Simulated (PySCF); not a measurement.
Vertical excitations of a molecule H₉NSi₃ from PySCF with TDDFT-PBE/def2-SVPD, as energy in eV (oscillator strength): 5.21 (0.001), 6.16 (0.002), 6.17 (0.002), 6.23 (0.044), 6.74 (0.001), 6.78 (0.006), 6.78 (0.006), 6.82 (0.000), 7.07 (0.000), 7.07 (0.000). Lowest triplet (TDA): 4.94 eV. The structure is a stationary point at B3LYP-D3(BJ)/def2-SVP. The geometry has at least one imaginary mode, so it is a saddle point at that level. Other conformers were not sampled.

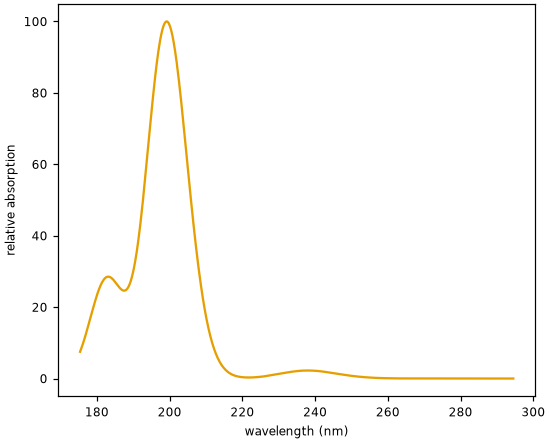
*The lines broadened by 0.4 eV.*

Which structure fits?
A) N[SiH]([SiH3])[SiH3]
B) N[SiH2][SiH2][SiH3]
C) [SiH3]N[SiH2][SiH3]
D) [SiH3]N([SiH3])[SiH3]

D, [SiH3]N([SiH3])[SiH3]
